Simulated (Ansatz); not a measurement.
# What a change does: single-point calculation on InNH₆

System: InNH₆ (In(NH3)H3).
Method of the first run: RKS PBE-D4/def2-TZVP (Ansatz 0.2.0).

The geometry comes from this level: PBE-D4/def2-TZVP. Text and figures count atoms from 1; the logs count them from 0 in places.

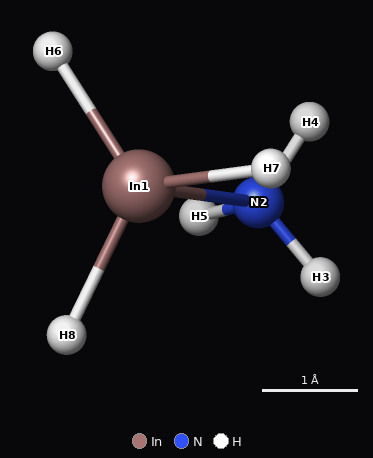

Figure 1. The structure as given in the input (ball-and-stick view, seen at a tilt; atoms are numbered from 1 in the order of the input). Sticks mark near contacts. Bond lengths as drawn: H–In 1.75 Å, H–N 1.02 Å and In–N 2.43 Å.

**Input, the first run**
```yaml
crystal:
  periodic: [false, false, false]
  atoms:
    - {symbol: In, position_ang: [-0.001650, 0.003422, -1.283155]}
    - {symbol: N, position_ang: [0.001200, -0.002515, 1.142148]}
    - {symbol: H, position_ang: [-0.951413, 0.031197, 1.509760]}
    - {symbol: H, position_ang: [0.509189, 0.803934, 1.510029]}
    - {symbol: H, position_ang: [0.448024, -0.847192, 1.503623]}
    - {symbol: H, position_ang: [1.735129, -0.020342, -1.462400]}
    - {symbol: H, position_ang: [-0.849385, 1.519953, -1.457234]}
    - {symbol: H, position_ang: [-0.891104, -1.488458, -1.462751]}
basis:
  gaussian: {orbitals: def2-TZVP, initial_orbitals: start.molden}
hamiltonian: {xc: pbe, dispersion: d4}
scf: {omitted_lower_state_checks: [starts]}
output: {orbitals: {seedname: orbitals}}
```

Command:
```bash
ansatz run in.yaml --threads 4 --pin off --events-out ev --progress --plain --max-ram 3916MiB
```

Hardware: 4 threads of Arm Neoverse V2, 95 GiB of memory available, shared host.

**Output (the first run)**
```
Functional definition: PBE
  parameter kappa = 0.804
  parameter beta = 0.06672455060314922
  exchange = pbe_x(kappa = kappa, mu = beta*pi^2/3)
  correlation = pbe_c(beta = beta)
these checks for a lower state are left out or cut short: starts
807 factors; their error is unknown
mean field evaluation 1: about -6759.7663 eV, gradient 6.3e0 eV
mean field evaluation 2: about -6759.8355 eV, gradient 7.1e-2 eV
mean field evaluation 4: about -6759.8202 eV, gradient 1.4e-4 eV
mean field -6759.82023875 eV, -248.4188118032 hartree, gradient 1.5e-5 eV, S^2 0.000000; 0 other end points of the search recorded, 0 dependent functions left out
reference -6759.82030135 eV, -248.4188141037 hartree; 17, 17 occupied and 100, 100 virtual orbitals, 807 factors
Total energy: -6759.92398122 eV, -248.4226242689 hartree
Checks for a lower state left out: starts
```

For the second run the input was changed thus:
```diff
-  gaussian: {orbitals: def2-TZVP, initial_orbitals: start.molden}
+  gaussian: {orbitals: def2-SVP, initial_orbitals: start.molden}
```

Predict how the results change.

The total energy of the second run is 49.7 kcal/mol higher, which measures the change of basis and not a stability. The HOMO goes from −6.12 to −6.03 eV. The LUMO goes from −1.31 to −0.95 eV. The basis functions go from 117 to 70.

**Output (the second run)**
```
Functional definition: PBE
  parameter kappa = 0.804
  parameter beta = 0.06672455060314922
  exchange = pbe_x(kappa = kappa, mu = beta*pi^2/3)
  correlation = pbe_c(beta = beta)
these checks for a lower state are left out or cut short: starts
836 factors; their error is unknown
mean field evaluation 1: about -6757.3718 eV, gradient 3.0e1 eV
mean field evaluation 2: about -6757.6857 eV, gradient 4.7e-1 eV
mean field evaluation 4: about -6757.6648 eV, gradient 1.5e-1 eV
mean field -6757.66485589 eV, -248.3396029441 hartree, gradient 3.3e-5 eV, S^2 0.000000; 0 other end points of the search recorded, 0 dependent functions left out
reference -6757.66490539 eV, -248.3396047633 hartree; 17, 17 occupied and 53, 53 virtual orbitals, 836 factors
Total energy: -6757.76858527 eV, -248.3434149285 hartree
Checks for a lower state left out: starts
```

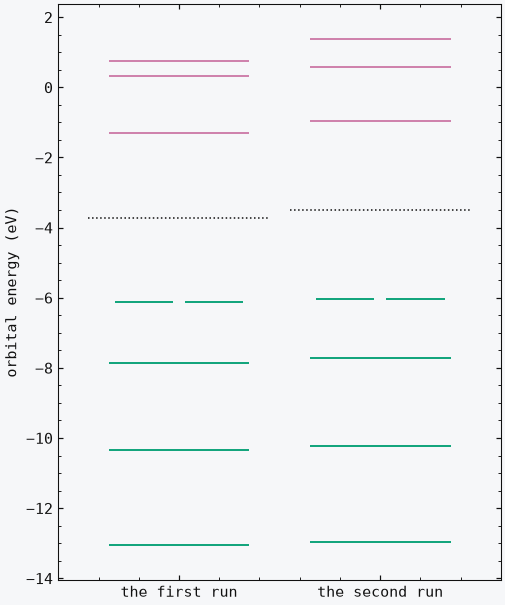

Figure 2. The five highest filled and three lowest empty orbital energies of the two runs; the dotted lines part filled from empty levels. The HOMO–LUMO gap is 4.82 eV in the first run and 5.08 eV in the second run.

**The two runs side by side**

```csv
quantity,the first run,the second run
outcome,converged,converged
total energy (hartree),−248.422624,−248.343415
HOMO (eV),−6.12,−6.03
LUMO (eV),−1.31,−0.95
basis functions,117,70
```
